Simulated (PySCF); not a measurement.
Input

```
{"job": {"kind": "nmr", "xc": "PBE0", "basis": "pcSseg-1"}, "charge": 0, "multiplicity": 1}
C     -3.635167     1.787538    -0.713290
C     -2.597151     1.252666    -0.983938
C     -1.353000     0.606599    -1.281842
Si    -1.306522    -1.221733    -0.711312
N      0.399601    -1.519701    -0.658862
Si     1.618394    -0.284028    -0.509456
O      2.444958    -0.450880     0.885536
Si     2.513491    -0.640949     2.490145
Si     0.186953     1.507691    -0.549933
H     -4.542280     2.263787    -0.490435
H     -1.231013     0.606101    -2.370858
H     -1.948974    -1.389483     0.599289
H     -1.906547    -2.129860    -1.696296
H      0.687650    -2.480569    -0.575187
H      2.671256    -0.564096    -1.489240
H      1.981703     0.572969     3.110474
H      3.936212    -0.832625     2.758135
H      1.719718    -1.811452     2.865486
H      0.548813     2.636981    -1.425767
H     -0.193244     2.101724     0.744314
```

Run with:

```sh
OMP_NUM_THREADS=1 python probes_run.py task.json out
```

Geometry: GFN2-xTB.

The calculation used PBE0/pcSseg-1, SCF density, gas phase, non-relativistic in PySCF.

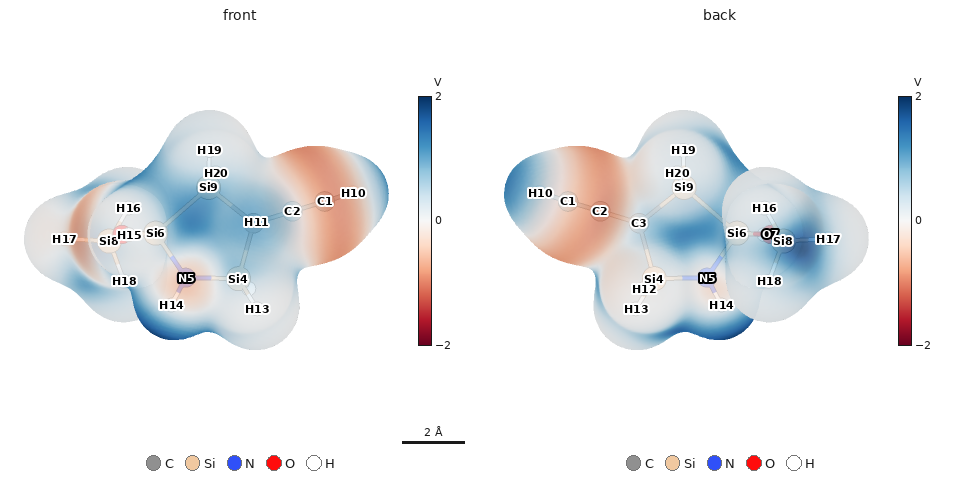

C3H11NOSi4. The electrostatic potential painted on the density surface at 0.002 e/bohr³, seen from the front and from behind; red is negative and blue positive.

Question: Where is the surface potential most negative and most positive?

Answer: The most negative region (about −0.9 V) lies over C1 and C2, the most positive (about +1.8 V) over Si8 and H14.

Question: What dipole moment does the calculation give?

Answer: Its dipole moment is 1.07 D.
